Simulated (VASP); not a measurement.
Band structure of NiO (rock salt, AFM-II order). Method: TPSS meta-GGA, VASP's PBE PAW potentials (set 64) (plane waves; VASP 6.6.1).

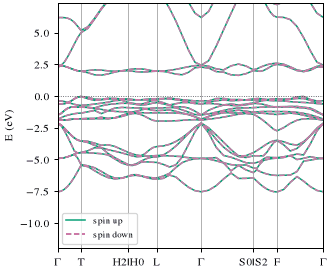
Figure. Bands along high-symmetry lines, zero at the valence-band maximum or, without a gap, the Fermi level

Read the plot: is there a gap, and where are the band edges?

The gap is indirect, 1.33 eV, from the valence maximum at (0.30, 0.30, 0.10) to the conduction minimum at (0.50, 0.30, 0.30).

The compound is NiO in the rock salt, AFM-II order structure. It was relaxed first.
